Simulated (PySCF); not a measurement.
C2H9B2N

Input

```
{"job": {"kind": "nmr", "xc": "PBE0", "basis": "pcSseg-1"}, "charge": 0, "multiplicity": 1}
B     -1.341449    -1.054276    -0.330043
N     -0.550970     0.073568     0.027094
B     -1.068262     1.394211    -0.086791
C      0.829026    -0.124607     0.485508
C      1.821908    -0.095258    -0.660456
H     -2.465708    -0.887902    -0.731332
H     -0.866665    -2.162591    -0.220618
H     -0.367156     2.330640     0.225913
H     -2.192727     1.558184    -0.488050
H      1.074850     0.659766     1.217315
H      0.890217    -1.089473     1.011302
H      1.608179    -0.896335    -1.385249
H      2.849823    -0.232277    -0.292123
H      1.775203     0.866857    -1.194352
```

Command:

```sh
OMP_NUM_THREADS=1 python probes_run.py task.json out
```

Geometry: PBE0-D3(BJ)/def2-SVP.

Level of theory: PBE0/pcSseg-1, SCF density, gas phase, non-relativistic in PySCF.

### What will maps of the electron density and electron localisation function show?

B–N (1.42 Å): ρ is about 1.9 e/Å³ halfway; the ELF peaks at about 0.95 between the atoms, as expected for a short, strongly polar bond.
C–N (1.47 Å): ρ is about 1.9 e/Å³ halfway; the ELF peaks at about 0.95 between the atoms (a shared electron pair).
B–H (1.21 Å): ρ at the midpoint is about 1.2 e/Å³; the ELF climbs to about 1 towards the hydrogen, as it does in any bond to H (an ordinary covalent bond to hydrogen).

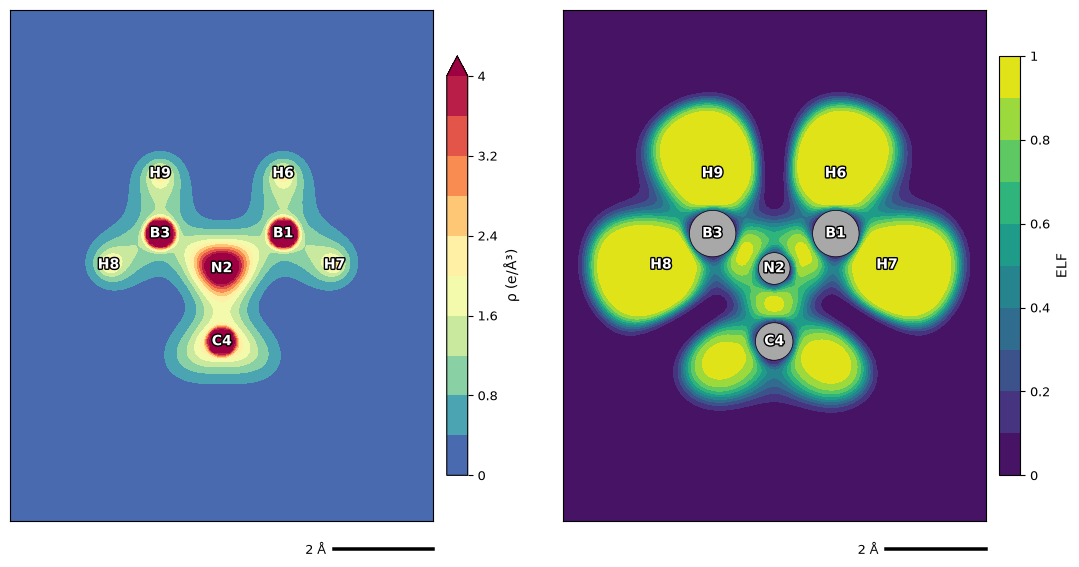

Computed electron density and electron localisation function on the plane of atoms N2, B1 and H7, in this order. Grey discs cover the atomic cores in the ELF map. 
